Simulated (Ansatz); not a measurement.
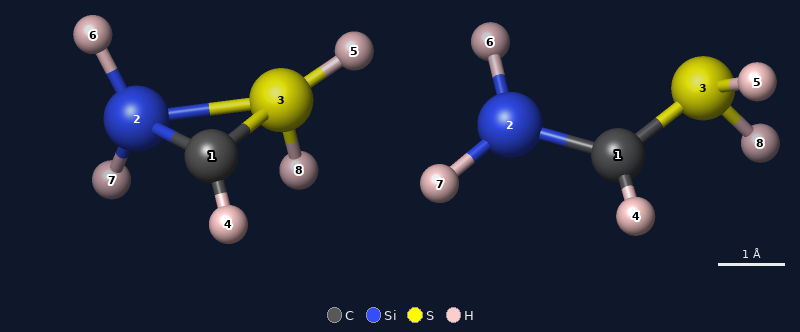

Two geometries of CH5SSi (charge +1), drawn at one scale. One is the start of a relaxation, the other its converged end. A ball-and-stick model, seen at a tilt.

The calculation used RKS PBE-D4/def2-SVP in Ansatz. (force threshold 0.03 eV/Å; at most 250 steps)

**Which of the two is the end point?**

The right one is the relaxed one. It is one of the separated reactants of a reaction. H7 moves most after the best rigid fit: 1.93 Å. Largest moves by element: H 1.93 Å, C 0.96 Å, S 0.44 Å, Si 0.42 Å. Some distances before and after: Si2–S3 2.240 → 3.025 Å, C1–S3 1.868 → 1.743 Å, C1–Si2 1.836 → 1.747 Å, S3–H8 1.350 → 1.382 Å. Among the angles between lasting bonds that change: Si2–C1–S3 74.4° → 120.2°, C1–S3–H5 142.7° → 104.8°, H5–S3–H8 102.8° → 92.3°. After 13 geometry steps the energy has fallen by 284.8 kJ/mol. Largest force component: 2.2 eV/Å at the start, 0.014 eV/Å at the end.
